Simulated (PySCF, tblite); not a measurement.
# C₄H₉FO₃Si: geometry, infrared bands and NMR shifts

What infrared bands and NMR shifts should C₄H₉FO₃Si (`CO[Si](O)(/C=C/F)OC`) show?

Computed with tblite 0.8.0 and PySCF 2.14.0, with density-fitted response routines of our own, on a single molecule in the gas phase. Atoms count from 0, in the outputs and in this text.

## (1) The starting structure

18 atoms, charge 0, multiplicity 1; geometry from: force field or distance geometry start.

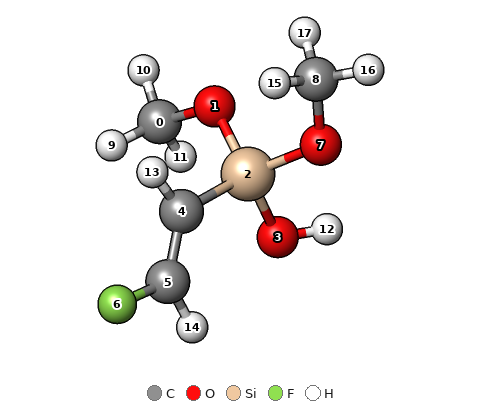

As it starts; carbon grey, oxygen red, silicon light orange, fluorine green, hydrogen white, atoms numbered.

## (2) Relaxing the molecule with GFN2-xTB

The job: settings as JSON, then the geometry in Å.

```
{"job": {"kind": "relax", "xc": "GFN2-xTB", "basis": "xTB"}, "charge": 0, "multiplicity": 1}
C      1.706600    -1.817200     0.227000
O      0.336400    -1.482000    -0.035800
Si    -0.022000     0.059000    -0.494000
O      0.907300     0.448600    -1.818300
C      0.235300     1.251900     0.865800
C      0.883800     2.409800     0.751000
F      1.036600     3.225600     1.812800
O     -1.599200     0.098300    -1.024900
C     -2.606800    -0.491200    -0.215300
H      2.108400    -1.209300     1.045600
H      1.737000    -2.864900     0.536800
H      2.306700    -1.711800    -0.673000
H      0.485200     0.203600    -2.641200
H     -0.178100     0.960700     1.810000
H      1.354600     2.838300    -0.125000
H     -2.669100    -0.002100     0.777200
H     -3.574400    -0.339300    -0.711600
H     -2.457200    -1.571800    -0.098800
```

Command:

```console
$ OMP_NUM_THREADS=1 python probes_run.py task.json out
```

One launch serves the whole session: the jobs run in the order shown.

The log of the run:

```text
step      E/eV     max force
  0    -867.99174    2.333
  1    -868.09387    1.213
  2    -868.12798    0.609
  3    -868.14525    0.389
  4    -868.16094    0.240
  5    -868.16924    0.271
  6    -868.17834    0.251
  7    -868.18339    0.216
  8    -868.18877    0.183
  9    -868.19369    0.173
 10    -868.19786    0.161
 11    -868.20106    0.146
 12    -868.20418    0.154
 13    -868.20780    0.157
 14    -868.21162    0.172
 15    -868.21498    0.130
 16    -868.21789    0.147
 17    -868.22042    0.119
 18    -868.22232    0.098
 19    -868.22366    0.070
 20    -868.22473    0.097
 21    -868.22569    0.092
 22    -868.22655    0.066
 23    -868.22731    0.073
 24    -868.22810    0.077
 25    -868.22897    0.091
 26    -868.22972    0.078
 27    -868.23021    0.065
 28    -868.23055    0.064
 29    -868.23091    0.062
 30    -868.23135    0.054
 31    -868.23177    0.056
 32    -868.23212    0.046
 33    -868.23252    0.054
 34    -868.23316    0.077
 35    -868.23403    0.082
 36    -868.23478    0.064
 37    -868.23518    0.041
 38    -868.23540    0.036
 39    -868.23566    0.039
 40    -868.23606    0.058
 41    -868.23653    0.069
 42    -868.23696    0.055
 43    -868.23737    0.053
 44    -868.23782    0.063
 45    -868.23830    0.054
 46    -868.23865    0.055
 47    -868.23886    0.067
 48    -868.23909    0.054
 49    -868.23948    0.083
 50    -868.24035    0.147
 51    -868.24112    0.133
 52    -868.24197    0.136
 53    -868.24251    0.046
 54    -868.24253    0.253
 55    -868.24332    0.040
 56    -868.24379    0.035
 57    -868.24437    0.218
 58    -868.24473    0.025
 59    -868.24491    0.027
 60    -868.24505    0.182
 61    -868.24535    0.042
 62    -868.24552    0.026
 63    -868.24590    0.035
 64    -868.24599    0.023
 65    -868.24611    0.018
 66    -868.24618    0.025
 67    -868.24621    0.013
 68    -868.24624    0.015
 69    -868.24626    0.012
 70    -868.24633    0.017
 71    -868.24640    0.025
 72    -868.24647    0.024
 73    -868.24653    0.018
 74    -868.24658    0.017
 75    -868.24664    0.017
 76    -868.24670    0.021
 77    -868.24676    0.024
 78    -868.24681    0.027
 79    -868.24688    0.030
 80    -868.24698    0.030
 81    -868.24710    0.026
 82    -868.24723    0.034
 83    -868.24733    0.036
 84    -868.24726    0.106
 85    -868.24747    0.025
 86    -868.24753    0.020
 87    -868.24772    0.020
 88    -868.24776    0.020
 89    -868.24788    0.034
 90    -868.24802    0.046
 91    -868.24822    0.028
 92    -868.24835    0.060
 93    -868.24842    0.023
 94    -868.24849    0.025
 95    -868.24854    0.028
 96    -868.24868    0.036
 97    -868.24878    0.030
 98    -868.24886    0.025
 99    -868.24894    0.027
100    -868.24905    0.027
101    -868.24917    0.017
102    -868.24924    0.015
103    -868.24928    0.012
104    -868.24931    0.014
105    -868.24934    0.013
106    -868.24937    0.015
107    -868.24941    0.026
108    -868.24948    0.029
109    -868.24958    0.029
110    -868.24972    0.042
111    -868.24986    0.061
112    -868.25002    0.068
113    -868.25021    0.063
114    -868.25043    0.051
115    -868.25067    0.043
116    -868.25095    0.032
117    -868.25116    0.026
118    -868.25136    0.024
119    -868.25146    0.025
120    -868.25154    0.015
121    -868.25157    0.021
122    -868.25159    0.012
123    -868.25160    0.009
```

It took 1.6 s on 1 thread of Arm Neoverse N1, shared host; peak memory 0.18 GiB.

The steps of the relaxation: (not every step is listed)

```tsv
step	energy from step 0 (eV)	largest force (eV/Å)
0	0.0000	2.3329
1	-0.1021	1.2125
2	-0.1362	0.6086
3	-0.1535	0.3893
4	-0.1692	0.2400
5	-0.1775	0.2709
6	-0.1866	0.2507
7	-0.1916	0.2160
8	-0.1970	0.1825
19	-0.2319	0.0703
30	-0.2396	0.0536
41	-0.2448	0.0692
52	-0.2502	0.1355
63	-0.2542	0.0354
74	-0.2548	0.0166
85	-0.2557	0.0252
96	-0.2569	0.0364
107	-0.2577	0.0258
118	-0.2596	0.0239
119	-0.2597	0.0252
120	-0.2598	0.0153
121	-0.2598	0.0207
122	-0.2598	0.0119
123	-0.2599	0.0094
```

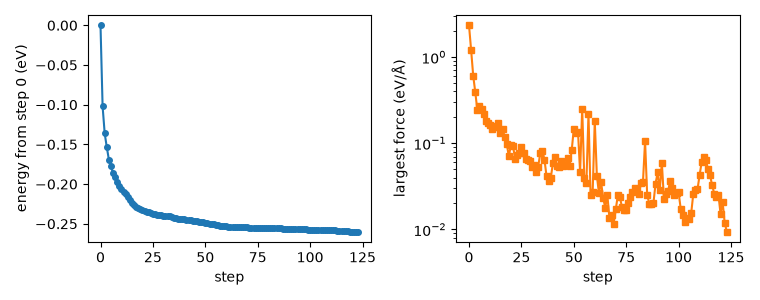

Energy and largest force along the relaxation.

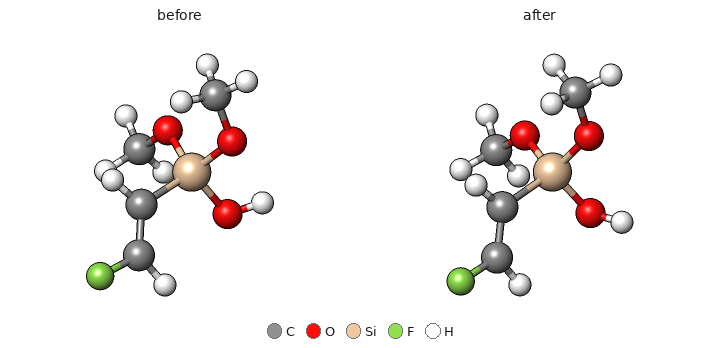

The geometry before (left) and after (right).

Close pairs (by a distance rule), those that changed most:

```tsv
bond	before (Å)	after (Å)	change (Å)
Si2–C4	1.827	1.891	+0.064
Si2–O7	1.665	1.620	-0.045
Si2–O3	1.664	1.625	-0.039
C0–O1	1.435	1.403	-0.032
O1–Si2	1.647	1.623	-0.024
O7–C8	1.421	1.401	-0.020
C8–H15	1.108	1.092	-0.016
C4–C5	1.332	1.318	-0.014
```

The next job starts from the end point, and lists it.

## (3) Infrared spectrum with GFN2-xTB

The job: settings as JSON, then the geometry in Å.

```
{"job": {"kind": "ir", "xc": "GFN2-xTB", "basis": "xTB"}, "charge": 0, "multiplicity": 1}
C      1.762271    -1.872685     0.265388
O      0.456248    -1.447240    -0.020944
Si    -0.043052     0.010125    -0.531159
O      0.762576     0.458300    -1.869351
C      0.201104     1.298482     0.831355
C      1.010392     2.333398     0.730016
F      1.165375     3.230434     1.725042
O     -1.595397    -0.124917    -0.974078
C     -2.684396    -0.570266    -0.213514
H      2.163152    -1.333164     1.126326
H      1.718944    -2.938838     0.489478
H      2.415523    -1.703704    -0.591756
H      0.303503     0.948715    -2.545956
H     -0.341574     1.188335     1.761414
H      1.623620     2.580631    -0.123154
H     -2.925281     0.154506     0.567120
H     -3.536094    -0.672548    -0.886318
H     -2.465670    -1.533247     0.248435
```

The log of the run:

```text
mode    cm-1     km/mol
  1      26.0      0.16
  2      54.4      5.85
  3      69.8      2.28
  4      93.7      3.11
  5      95.7      1.03
  6      98.8      3.68
  7     125.4      6.53
  8     154.6     34.26
  9     166.8      6.39
 10     191.5     55.20
 11     250.8      8.27
 12     272.7     26.65
 13     290.1     34.70
 14     333.4     27.61
 15     381.5     15.85
 16     417.8     83.29
 17     698.2     88.51
 18     726.4      9.51
 19     781.0    118.07
 20     806.0    156.07
 21     860.0    277.02
 22     923.4    212.00
 23     998.1     33.10
 24    1061.9    137.37
 25    1129.5     13.84
 26    1131.2      6.25
 27    1135.7    194.20
 28    1141.4     35.09
 29    1154.0    173.78
 30    1162.7    141.04
 31    1197.7     24.36
 32    1267.4     11.35
 33    1407.4      0.64
 34    1409.9      1.28
 35    1471.5      4.03
 36    1476.5      4.13
 37    1482.5      5.51
 38    1483.0      2.70
 39    1686.9    233.83
 40    2954.1     17.91
 41    2954.9     56.75
 42    2976.4     28.71
 43    2980.8     30.03
 44    2990.0     26.19
 45    2990.6     26.84
 46    3059.8     11.82
 47    3088.4     32.60
 48    3680.5     41.69
```

It took 1.2 s on 1 thread of Arm Neoverse N1, shared host; peak memory 0.18 GiB.

The strongest bands and the atoms that carry them (share of the mass-weighted mode):

```tsv
cm⁻¹	km/mol	atoms
806	156.1	C4 30 %, Si2 28 %, H13 19 %
860	277.0	H12 45 %, Si2 24 %, O3 11 %
923	212.0	Si2 44 %, O3 42 %
1062	137.4	C5 47 %, F6 38 %
1136	194.2	O1 26 %, C0 25 %, H11 15 %, H10 14 %
1154	173.8	O1 27 %, H10 22 %, C0 18 %
1163	141.0	O7 41 %, C8 23 %, H16 10 %
1687	233.8	C5 49 %, C4 48 %
```

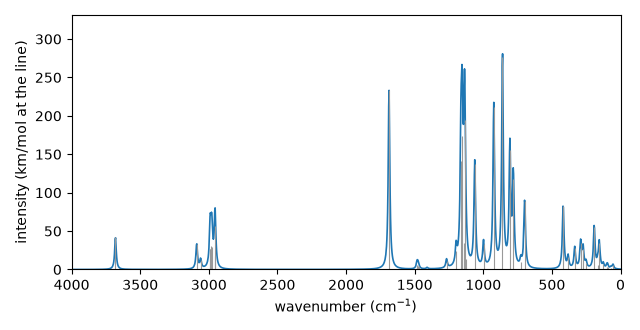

The infrared spectrum from these modes, unscaled. Lines are broadened to a width of 14 cm⁻¹ (Lorentzian).

## (4) NMR shieldings: PBE0/pcSseg-1

Same as in step 3 but for these lines:

```diff
@@ -1,2 +1,2 @@
-{"job": {"kind": "ir", "xc": "GFN2-xTB", "basis": "xTB"}, "charge": 0, "multiplicity": 1}
+{"job": {"kind": "nmr", "xc": "PBE0", "basis": "pcSseg-1"}, "charge": 0, "multiplicity": 1}
 C      1.762271    -1.872685     0.265388
```

With the program's defaults for keys left out, this is: GIAO PBE0/pcSseg-1 NMR shielding, non-relativistic, gas phase.

The log of the run:

```text
coarse grid: 15896 points
cycle   1  E = -771.9258430863  dE =  1.292e+00  |g| = 1.140e+00  |ddm| = 3.786e+00
cycle   2  E = -771.6795280608  dE =  2.463e-01  |g| = 1.633e+00  |ddm| = 1.852e+00
cycle   3  E = -772.1496277946  dE = -4.701e-01  |g| = 1.178e-01  |ddm| = 1.220e+00
cycle   4  E = -772.1522355562  dE = -2.608e-03  |g| = 5.040e-02  |ddm| = 1.279e-01
cycle   5  E = -772.1527097757  dE = -4.742e-04  |g| = 1.526e-02  |ddm| = 4.101e-02
cycle   6  E = -772.1527465486  dE = -3.677e-05  |g| = 4.413e-03  |ddm| = 1.172e-02
cycle   7  E = -772.1527503352  dE = -3.787e-06  |g| = 6.858e-04  |ddm| = 3.336e-03
final grid: 150336 points
cycle   8  E = -772.2427134196  dE = -3.004e-05  |g| = 1.398e-02  |ddm| = 2.495e-02
cycle   9  E = -772.2426778972  dE =  3.552e-05  |g| = 2.001e-02  |ddm| = 1.950e-02
cycle  10  E = -772.2427495209  dE = -7.162e-05  |g| = 1.572e-03  |ddm| = 1.204e-02
cycle  11  E = -772.2427500204  dE = -4.995e-07  |g| = 2.737e-04  |ddm| = 1.260e-03
cycle  12  E = -772.2427500321  dE = -1.168e-08  |g| = 1.516e-04  |ddm| = 3.382e-04
cycle  13  E = -772.2427500374  dE = -5.336e-09  |g| = 3.298e-05  |ddm| = 1.349e-04
cycle  14  E = -772.2427500376  dE = -2.183e-10  |g| = 1.021e-05  |ddm| = 2.927e-05
converged SCF energy = -772.2427500376

GIAO shielding tensors (ppm)
atom      isotropic    diamagn.    paramagn.     s11        s22        s33       span
  0 C      134.508     242.576    -108.068    108.509    109.858    185.157     76.648
  1 O      302.029     401.409     -99.380    226.595    321.487    358.005    131.410
  2 Si     409.610     884.112    -474.502    399.256    409.284    420.291     21.034
  3 O      292.789     391.468     -98.679    267.851    279.765    330.752     62.901
  4 C       84.426     268.058    -183.633    -12.531     97.576    168.232    180.762
  5 C       16.610     252.646    -236.036    -92.422     67.725     74.527    166.949
  6 F      248.402     470.281    -221.879    119.330    264.042    361.834    242.504
  7 O      303.302     399.977     -96.675    241.778    316.504    351.625    109.847
  8 C      134.807     243.503    -108.696    108.919    110.057    185.446     76.526
  9 H       27.950      29.814      -1.864     23.318     26.430     34.101     10.783
 10 H       27.775      27.802      -0.027     23.197     25.402     34.726     11.529
 11 H       27.764      28.666      -0.902     23.020     25.910     34.362     11.342
 12 H       29.750      32.896      -3.146     22.021     23.676     43.553     21.532
 13 H       26.575      33.899      -7.325     24.960     25.772     28.992      4.033
 14 H       24.912      31.324      -6.412     21.209     23.998     29.530      8.321
 15 H       27.963      29.949      -1.986     23.144     26.301     34.443     11.299
 16 H       27.876      27.725       0.150     23.362     25.374     34.892     11.530
 17 H       27.807      29.915      -2.108     23.041     26.268     34.112     11.071
```

It took 86 s on 1 thread of Arm Neoverse N1, shared host; peak memory 0.92 GiB.

Shifts follow as δ = σ(reference) − σ, with reference shieldings (ppm) from runs at the same level and on the same kind of geometry: 1H TMS 31.72, 13C TMS 186.9, 29Si TMS 349.2, 19F CFCl3 170.9, 17O H2O 336.1. The references are single molecules in the gas phase, so shifts against H2O, NH3, PH3, H3PO4 or CFCl3 are not on the usual liquid scales and can be off by tens of ppm. Atoms listed in one row are averaged.

```tsv
atoms	environment	σ (ppm)	δ (ppm)	δ scaled to CDCl3
C5	alkene CH	16.6	170.3	164.3
C4	alkene CH	84.4	102.5	98.1
C0, C8	methyl carbon bonded to O	134.7	52.3	49.1
H14	hydrogen on an alkene CH	24.91	6.80	6.52
H13	hydrogen on an alkene CH	26.57	5.14	4.95
H9, H10, H11, H15, H16, H17	hydrogen on a methyl carbon bonded to O	27.86	3.86	3.75
H12	hydrogen on an oxygen bonded to Si	29.75	1.97	–
O3	oxygen bonded to Si, H	292.8	43.3	–
O1, O7	oxygen bonded to C, Si	302.7	33.4	–
Si2	silicon bonded to C, 3 O	409.6	-60.5	–
F6	vinylic fluorine	248.4	-77.5	–
```

The scaled column applies a straight-line fit of computed shieldings to shifts measured in CDCl3, and one for carbons that bear F (root-mean-square error 0.16 ppm for H, 1.9 ppm for C).

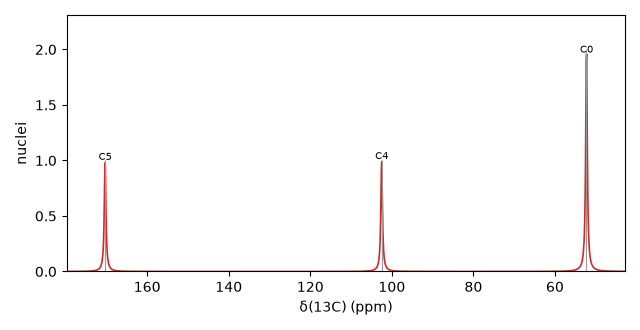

13C lines at the computed shifts, without couplings. Lines are broadened to a width of 0.47 ppm (Lorentzian).

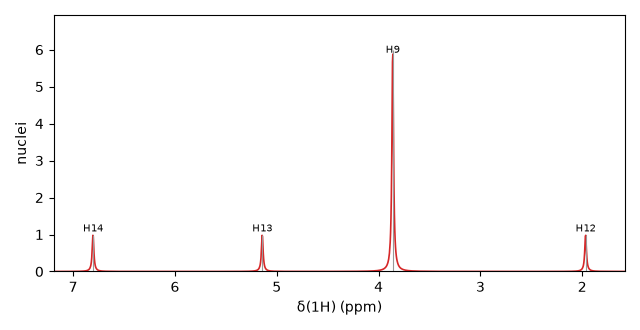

1H lines at the computed shifts, without couplings. Lines are broadened to a width of 0.02 ppm (Lorentzian).

Charges from the same density, by scheme (e):

```tsv
atoms	Mulliken	IAO	Hirshfeld	ESP fit
C0, C8	0.00	-0.20	-0.03	-0.18
O1, O7	-0.64	-0.65	-0.23	-0.37
Si2	1.33	1.60	0.51	0.88
O3	-0.56	-0.80	-0.31	-0.69
C4	-0.56	-0.56	-0.19	-0.52
C5	0.23	0.17	0.05	0.16
F6	-0.28	-0.27	-0.09	-0.18
```

Hirshfeld charges:

C0 -0.03; O1 -0.23; Si2 0.51; O3 -0.31; C4 -0.19; C5 0.05; F6 -0.09; O7 -0.24; C8 -0.03; H9 0.04; H10 0.05; H11 0.04; H12 0.18; H13 0.05; H14 0.06; H15 0.04; H16 0.05; H17 0.04

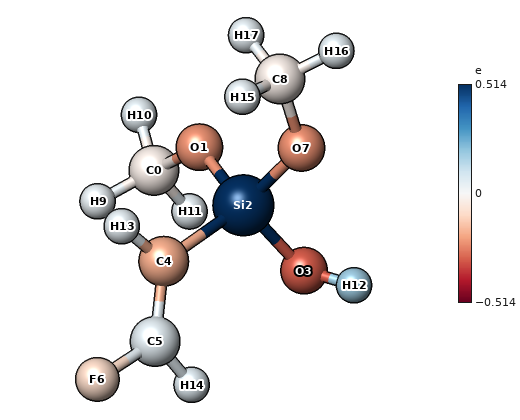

Hirshfeld charges, as colours on the atoms.

Mayer bond orders: C0–O1 0.89, O1–Si2 1.00, Si2–O3 1.03, Si2–C4 0.81, C4–C5 1.92, C5–F6 0.95, Si2–O7 1.01, O7–C8 0.89.

Orbitals, density, ELF and potential are computed afterwards from the orbital file.

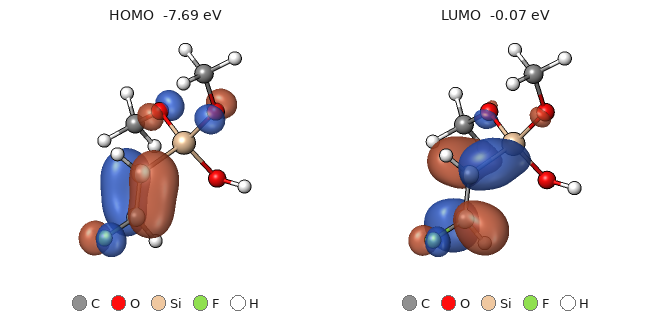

PBE0/pcSseg-1 orbitals near the gap, drawn at the value that encloses 70 % of each; the two colours are the two signs.

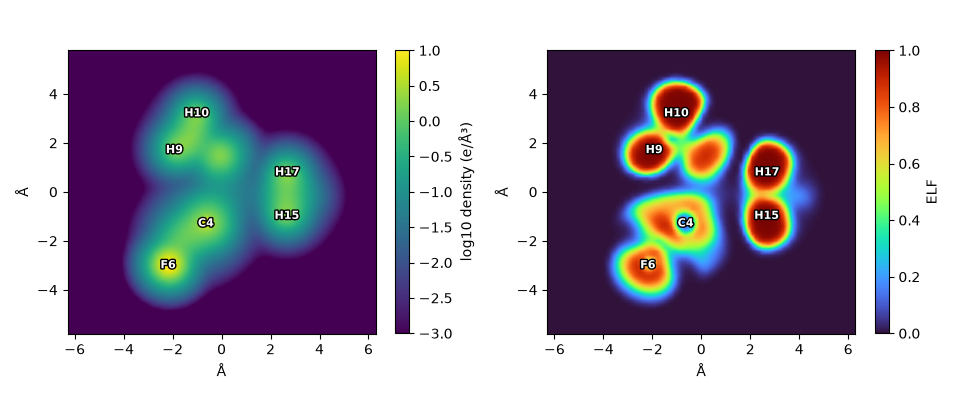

Density (left) and ELF (right) in a plane through or near 6 of the atoms.

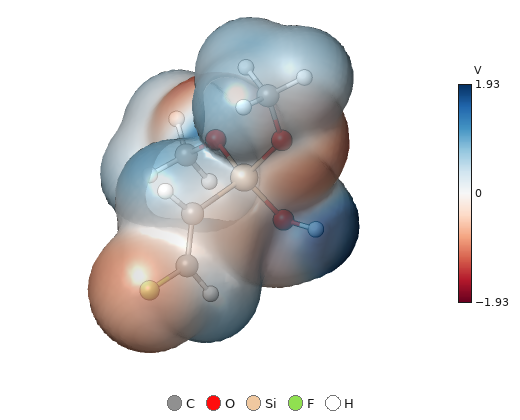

The potential that a unit positive charge feels on the 0.002 e/bohr³ surface, from -1.21 V near O3 to 1.93 V near H12.

## (5) What came out

```
                                                               quantity                       value
                              strongest single infrared mode (GFN2-xTB)        860 cm⁻¹, 277 km/mol
                                           zero-point energy (GFN2-xTB)               81.9 kcal/mol
13C shifts against TMS (PBE0/pcSseg-1, means over atoms taken as alike)      170.3, 102.5, 52.3 ppm
 1H shifts against TMS (PBE0/pcSseg-1, means over atoms taken as alike)  6.80, 5.14, 3.86, 1.97 ppm
17O shifts against H2O (PBE0/pcSseg-1, means over atoms taken as alike)              43.3, 33.4 ppm
                                29Si shifts against TMS (PBE0/pcSseg-1)                   -60.5 ppm
                               19F shifts against CFCl3 (PBE0/pcSseg-1)                   -77.5 ppm
                                  surface potential, least and greatest          -1.21 V and 1.93 V
```

In words: Relaxing lowered the energy by 0.260 eV in 123 steps; the close pair that moved most is Si2–C4, from 1.827 to 1.891 Å. All 48 modes are real, so the xTB geometry is a minimum. The strongest single mode, at 860 cm⁻¹, is carried by H12, Si2, O3. GFN2-xTB is a fitted tight-binding method: band positions and strengths are rough. Its intensities can rank the bands wrongly. At PBE0/pcSseg-1: The widest tensor belongs to F6: span 243 ppm, with a paramagnetic part of -222 ppm.
